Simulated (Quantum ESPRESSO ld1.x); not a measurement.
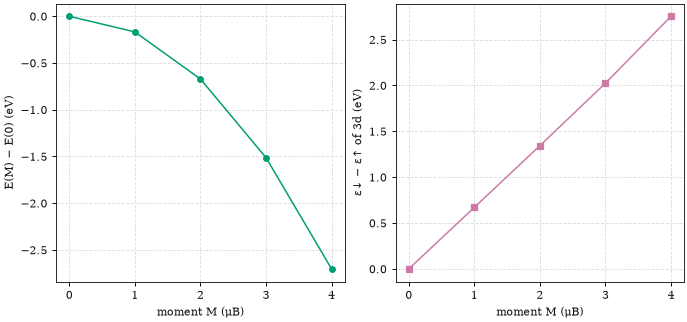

For V⁺ in [Ar] 3d4, the spin moment of the 3d shell is fixed at a series of values. The calculation used Quantum ESPRESSO ld1.x 7.5 at this level: scalar-relativistic Kohn-Sham, LDA (Slater exchange, Perdew-Zunger correlation), spin-polarised, spherical densities, point nucleus. The plot shows the energy and the exchange splitting.

Describe both curves.

Answer. The energy falls with the moment, to −2.70 eV at M = 4 μB, the largest moment run, in line with Hund's first rule (at fractional spins the functional's fractional-spin error adds to the fall). A fit E = −I M²/4 gives an exchange integral I of about 0.67 eV, and the exchange splitting grows nearly in proportion to M, to 2.75 eV (0.69 eV per μB).
